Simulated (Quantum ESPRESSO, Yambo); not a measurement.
# SiO2 (Quartz): G0W0 in Yambo against the bands, part 2 of 2

How does the gap of SiO2 (Quartz) converge in the bands?

Yambo 5.3.0; LDA and many-body steps on it, plane waves. Known limits of the many-body steps: not at the basis limit; coarse k mesh.

So far. Step 4 (143 bands): Against the run before, the gap moves by −0.024 eV.

## 5. 243 bands

Level of this step: G0W0 on LDA, plane waves, norm-conserving pseudopotentials (Yambo).

gw4.in reads:

```
HF_and_locXC
gw0
dyson
ppa
em1d
rim_cut
RandQpts= 1000000
RandGvec= 1 RL
EXXRLvcs= 72 Ry
VXCRLvcs= 288 Ry
Chimod= "HARTREE"
% BndsRnXp
 1 | 243 |
%
NGsBlkXp= 9 Ry
% LongDrXp
 1 | 1 | 1 |
%
% GbndRnge
 1 | 243 |
%
DysSolver= "n"
ExtendOut
PPAPntXp= 27.21138 eV
% QPkrange
 5 | 5 | 23 | 26 |
 1 | 1 | 23 | 26 |
%
```

Command:

```sh
> OMP_NUM_THREADS=2 mpirun -n 4 yambo -F gw4.in -J gw4 -C gw4 > gw4.log
```

The log of the run:

```text
 Yambo, version 5.3.0

 [02] CORE Variables Setup
 =========================

  [... cell, symmetries and grids as in the set-up ...]

  [02.05] Energies & Occupations
  ==============================

  [X] === General ===
  [X] Electronic Temperature                        :  0.000000  0.000000 [eV K]
  [X] Bosonic    Temperature                        :  0.000000  0.000000 [eV K]
  [X] Finite Temperature mode                       : no
  [X] El. density                                   :  0.42403E+24 [cm-3]
[...]
Sx RL components                                 :   7959

   QP @ state[ 1 ] K range                          :  1  1
   QP @ state[ 1 ] b range                          :  23  26
   QP @ state[ 2 ] K range                          :   5   5
   QP @ state[ 2 ] b range                          :  23  26
   GF energies kind                                 : Slater exchange(X)+Perdew & Wang(C)
   GF WF`s kind                                     : Slater exchange(X)+Perdew & Wang(C)
   Xs energies kind                                 : Slater exchange(X)+Perdew & Wang(C)
   Xs WF`s kind                                     : Slater exchange(X)+Perdew & Wang(C)

 [11] Game Over & Game summary
```

Run time: 2.2 min. Hardware: 4 MPI ranks of Arm Neoverse V1, shared host; peak memory 2.5 GiB.

This step gave:

- G0W0 gap on the points computed: 8.798 eV
- starting gap on the mesh: 5.801 eV
- k of the valence top: 0.3333, 0.3333, 0
- k of the conduction bottom: 0, 0, 0
- least direct G0W0 gap on the computed points: 9.171 eV

Against the run before, the gap moves by +0.067 eV.

## 6. 361 bands

gw5.in, as its differences from gw4.in of step 5:

```diff
@@ -12,3 +12,3 @@
 % BndsRnXp
- 1 | 243 |
+ 1 | 361 |
 %
@@ -19,3 +19,3 @@
 % GbndRnge
- 1 | 243 |
+ 1 | 361 |
 %
```

Command:

```sh
> OMP_NUM_THREADS=2 mpirun -n 4 yambo -F gw5.in -J gw5 -C gw5 > gw5.log
```

The log of the run:

```text
 Yambo, version 5.3.0

 [02] CORE Variables Setup
 =========================

  [... cell, symmetries and grids as in the set-up ...]

  [02.05] Energies & Occupations
  ==============================

  [X] === General ===
  [X] Electronic Temperature                        :  0.000000  0.000000 [eV K]
  [X] Bosonic    Temperature                        :  0.000000  0.000000 [eV K]
  [X] Finite Temperature mode                       : no
  [X] El. density                                   :  0.42403E+24 [cm-3]
[...]
Sx RL components                                 :   7959

   QP @ state[ 1 ] K range                          :  1  1
   QP @ state[ 1 ] b range                          :  23  26
   QP @ state[ 2 ] K range                          :   5   5
   QP @ state[ 2 ] b range                          :  23  26
   GF energies kind                                 : Slater exchange(X)+Perdew & Wang(C)
   GF WF`s kind                                     : Slater exchange(X)+Perdew & Wang(C)
   Xs energies kind                                 : Slater exchange(X)+Perdew & Wang(C)
   Xs WF`s kind                                     : Slater exchange(X)+Perdew & Wang(C)

 [11] Game Over & Game summary
```

It took 3.3 min on 4 MPI ranks; peak memory 3.2 GiB.

Numbers from this step:

| Quantity | Value |
| --- | --- |
| G0W0 gap on the points computed | 8.850 eV |
| starting gap on the mesh | 5.801 eV |
| k of the valence top | 0.3333, 0.3333, 0 |
| k of the conduction bottom | 0, 0, 0 |
| least direct G0W0 gap on the computed points | 9.220 eV |

Against the run before, the gap moves by +0.052 eV.

## 7. 496 bands

gw6.in, as its differences from gw5.in of step 6:

```diff
@@ -12,3 +12,3 @@
 % BndsRnXp
- 1 | 361 |
+ 1 | 496 |
 %
@@ -19,3 +19,3 @@
 % GbndRnge
- 1 | 361 |
+ 1 | 496 |
 %
```

Command:

```sh
> OMP_NUM_THREADS=2 mpirun -n 4 yambo -F gw6.in -J gw6 -C gw6 > gw6.log
```

The log of the run:

```text
 Yambo, version 5.3.0

 [02] CORE Variables Setup
 =========================

  [... cell, symmetries and grids as in the set-up ...]

  [02.05] Energies & Occupations
  ==============================

  [X] === General ===
  [X] Electronic Temperature                        :  0.000000  0.000000 [eV K]
  [X] Bosonic    Temperature                        :  0.000000  0.000000 [eV K]
  [X] Finite Temperature mode                       : no
  [X] El. density                                   :  0.42403E+24 [cm-3]
[...]
Sx RL components                                 :   7959

   QP @ state[ 1 ] K range                          :  1  1
   QP @ state[ 1 ] b range                          :  23  26
   QP @ state[ 2 ] K range                          :   5   5
   QP @ state[ 2 ] b range                          :  23  26
   GF energies kind                                 : Slater exchange(X)+Perdew & Wang(C)
   GF WF`s kind                                     : Slater exchange(X)+Perdew & Wang(C)
   Xs energies kind                                 : Slater exchange(X)+Perdew & Wang(C)
   Xs WF`s kind                                     : Slater exchange(X)+Perdew & Wang(C)

 [11] Game Over & Game summary
```

It took 4.7 min on 4 MPI ranks; peak memory 3.9 GiB; 36 min of CPU time.

This step gave:

| Item | Value |
| --- | --- |
| G0W0 gap on the points computed | 8.881 eV |
| starting gap on the mesh | 5.801 eV |
| k of the valence top | 0.3333, 0.3333, 0 |
| k of the conduction bottom | 0, 0, 0 |
| least direct G0W0 gap on the computed points | 9.249 eV |

Against the run before, the gap moves by +0.031 eV.

## 8. Side by side

Times are wall times on 4 MPI ranks of Arm Neoverse V1, shared host, good to a factor of about two.

```
      run   mesh  bands  screening cutoff (eV)  DFT gap (eV)  gap on the mesh (eV)  direct (eV)     time
 51 bands  3×3×2     51                  122.5         5.801                 9.097        9.479     24 s
 83 bands  3×3×2     83                  122.5         5.801                 8.755        9.136     41 s
143 bands  3×3×2    143                  122.5         5.801                 8.731        9.109     73 s
243 bands  3×3×2    243                  122.5         5.801                 8.798        9.171  2.2 min
361 bands  3×3×2    361                  122.5         5.801                 8.850        9.220  3.3 min
496 bands  3×3×2    496                  122.5         5.801                 8.881        9.249  4.7 min
```

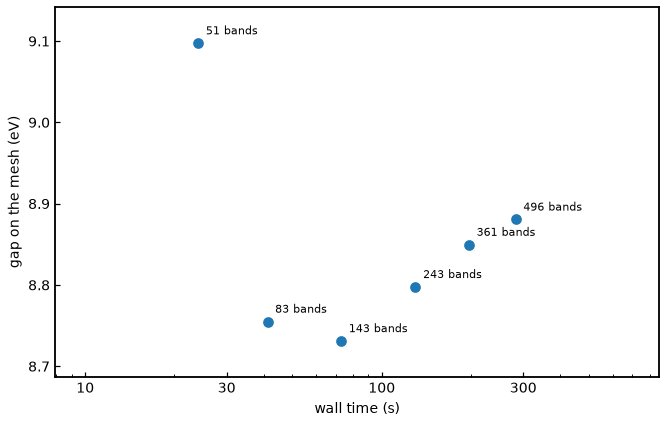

Result against wall time.

## 9. Results

* 51 bands: 9.097 eV
* 83 bands: 8.755 eV
* 143 bands: 8.731 eV
* 243 bands: 8.798 eV
* 361 bands: 8.850 eV
* 496 bands: 8.881 eV
* known limits: not at the basis limit; coarse k mesh

What this shows: The setting moved: bands. From 51 bands to 496 bands the gap moves by −0.22 eV, for 12 times the time, not steadily: it passes through 8.73 eV. The last step still moves it by +0.031 eV. Bands and screening cutoff are coupled, so a series along one setting does not show full convergence. Bands and cutoff are finite, so the gap is not at the basis limit. The miss can reach some tenths of an eV and take either sign; the mesh is an error of its own. In the G0W0 runs levels were corrected at 2 k points alone, so a gap called «on the mesh» is the least over those, and an edge elsewhere would be missed. The 3×3×2 mesh is coarse for this cell, which bears on the long-range parts of exchange and screening.

[Paths, hosts, dates, memory and timing lines, banners, echoed tables and standing remarks are left out of the program output.]

[Logs are printed without paths, hosts, clocks, repeated set-up lines and the standing remarks that a program may print on its own settings, such as how far it seeks lower states.]

[Runs of the session that timed out or met a known fault of the program may be left out.]

[Hosts, paths, dates, database ids (printed as entryN), source tags and the programs' standing remarks are cut or masked in the printed files.]
